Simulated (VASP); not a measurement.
Band structure of Sn (space group Im-3m). Computed with r2SCAN meta-GGA, VASP's PBE PAW potentials (set 64) (plane waves; VASP).

Unless said otherwise, spin-orbit coupling is left out, though it shifts the bands of the heavy elements here.

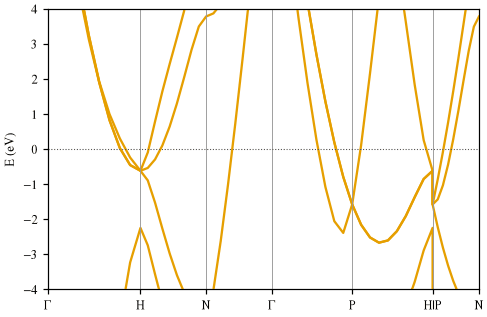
Figure. Bands along high-symmetry lines, zero at the valence-band maximum or, without a gap, the Fermi level

Problem. Read the plot: is there a gap, and where are the band edges?

Solution. It has no gap at this level: it comes out as a metal or semimetal.

The structure comes from a computed database's Sn entry (Im-3m); how it stands against other phases isn't given here. It was relaxed first.
